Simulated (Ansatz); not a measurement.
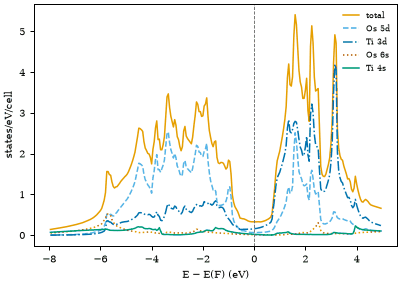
Figure: Total and projected density of states of TiOs (CsCl type, Pm-3m), plane-wave PAW r²SCAN (Ansatz code)

Problem. Which orbitals carry the states next to the Fermi level?

Solution. Within 0.5 eV of the Fermi level: Ti 3d 49 %, Os 5d 22 %, Ti 4s 6 %, outside the projected shells 20 %. Projections are on Löwdin-orthogonalised atomic valence shells; empty p or d shells of many metals are not among them.

Problem. Where is the tallest occupied peak in this window, and what makes it?

Solution. Near -3.3 eV, about 3.5 states/eV per cell; the largest projected share is Os 5d.

The first step of the workflow began from a Materials Project structure, measured or hypothetical; the Crystallography Open Database files this formula in space group No. 221, but the cells were not matched. Its standing as an ambient phase is unchecked. Symmetry was held in the r²SCAN relaxation; whether a distortion lowers the energy is not shown. The run is not spin-polarised. Spin–orbit coupling is left out wherever it is not named.

Potentials: the later of the program's two PAW sets.
